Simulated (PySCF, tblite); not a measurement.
# C₄H₈NSi₂ radical: geometry, infrared bands and EPR parameters

Wanted: the infrared bands and EPR parameters of C₄H₈NSi₂ radical (`[H]/[C]=C\[Si@H](N)[SiH2]C#C`), by calculation.

Programs: tblite 0.8.0 and PySCF 2.14.0, with density-fitted response routines of our own. Each step states its level of theory. These are calculated values for one molecule in the gas phase, unless marked as measured. Atoms count from 0, in the outputs and in this text.

### 1 The starting structure

15 atoms, charge 0, multiplicity 2; geometry from: force field or distance geometry start.

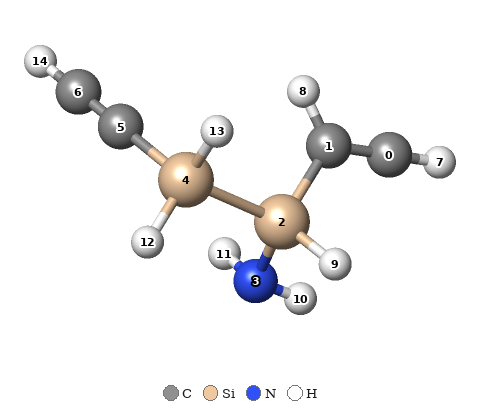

As it starts; carbon grey, silicon light orange, nitrogen blue, hydrogen white, atoms numbered.

### 2 Geometry optimisation with GFN2-xTB

What the job is given:

```
{"job": {"kind": "relax", "xc": "GFN2-xTB", "basis": "xTB"}, "charge": 0, "multiplicity": 2}
C     -0.138300     2.295700    -1.840700
C      0.301100     1.407200    -1.023900
Si    -0.412500    -0.270600    -0.955400
N     -2.036500    -0.089900    -0.425000
Si     0.898600    -1.692700     0.371300
C      1.020000    -0.961500     2.085000
C      1.109900    -0.495300     3.189100
H     -0.507900     3.040300    -2.514600
H      1.131100     1.627400    -0.342500
H     -0.529300    -0.815600    -2.327000
H     -2.539100     0.490300    -1.080400
H     -2.048900     0.410800     0.465600
H      0.301300    -3.053800     0.433500
H      2.264000    -1.798600    -0.235700
H      1.182100    -0.085600     4.178600
```

On the command line:

```sh
$ OMP_NUM_THREADS=1 python probes_run.py task.json out
```

This one command runs all jobs of the session in turn.

**Question.** This job is followed by: GFN2-xTB harmonic vibrations, gas phase; UKS B3LYP, pcH-1 on C H N Si, non-relativistic, mean-field spin-orbit, GIAO. Predict these results of the whole session: strongest single infrared mode (GFN2-xTB); zero-point energy (GFN2-xTB); g(iso) (B3LYP); ⟨S²⟩; largest a(iso) (averaged by class); potential on the surface of density 0.002 e/bohr³, 1st and 99th percentile.

The runs gave:

```
                                                                  quantity                  value
                                 strongest single infrared mode (GFN2-xTB)  2183 cm⁻¹, 482 km/mol
                                              zero-point energy (GFN2-xTB)          60.4 kcal/mol
                                                            g(iso) (B3LYP)                2.00217
                                                                      ⟨S²⟩     0.759 (exact 0.75)
                                        largest a(iso) (averaged by class)   13C on C0, 308.1 MHz
potential on the surface of density 0.002 e/bohr³, 1st and 99th percentile     -1.08 V and 1.65 V
```

Over 92 steps the energy fell by 0.570 eV; of the close pairs, C1–Si2 changed most, 1.825 to 1.954 Å. The lowest mode is slightly imaginary (11i cm⁻¹), a soft motion within the noise of the Hessian, so the minimum is not strictly shown. GFN2-xTB is a fitted tight-binding method: band positions and strengths are rough. Its intensities can rank the bands wrongly. C0 carries the largest spin population, 0.94 e. The isotropic g lies 0.1 ppt below the free-electron value. These values are for one conformer; the search (at its own cheap level) found 2 more, at 0.65, 4.18 kcal/mol, and measured spectra average over such forms.
